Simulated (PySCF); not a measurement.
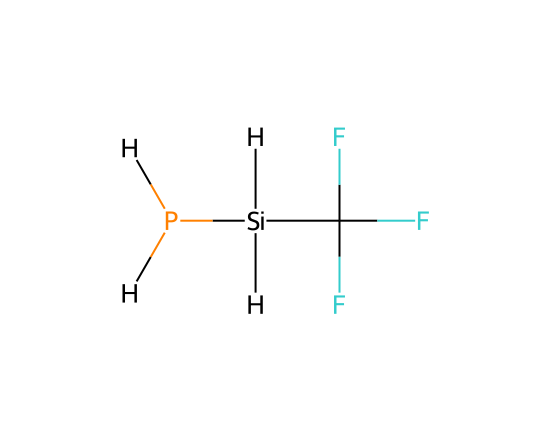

Computed geometry: GFN2-xTB optimisation. No frequency run is at hand to confirm it as a minimum. Method: ωB97X-D/def2-SVPD, gas phase (PySCF 2.14.0). Excitations: vertical, linear response.

**Estimate the dipole moment.**

2.94 D.

**What is the brightest of the 8 lowest singlets?**

7.16 eV.

**Give the LUMO energy (Kohn–Sham orbital) at this level.**

1.23 eV.

**What is the mean static polarisability?**

68.7 bohr³.

The geometry is semi-empirical. Around P, Si such bond lengths and angles can be off by a tenth of an ångström or more and by several degrees, and values that hang on the shape move with them.
